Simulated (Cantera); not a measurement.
Charge: 1 mol SiCl4, 2.2 mol Cl2, 14 mol H2, equilibrated at 518 Torr.

These are equilibrium values from Cantera (NASA tables, ideal gas, pure condensed phases), not measurements of a reactor. Candidate condensed phases: Si; 19 gas species. The tables' values for SiCl3 are old estimates; treat these amounts as uncertain. Equilibrium is a limit: real reactors are often held back by kinetics, nucleation or transport.

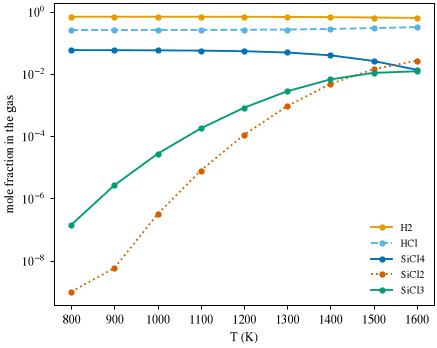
Figure. Equilibrium gas composition (values under 1e-9 drawn at 1e-9)

From 800 K to 1600 K nothing is condensed. The main Si-bearing gas is SiCl4 at 800 K and SiCl2 at 1600 K.
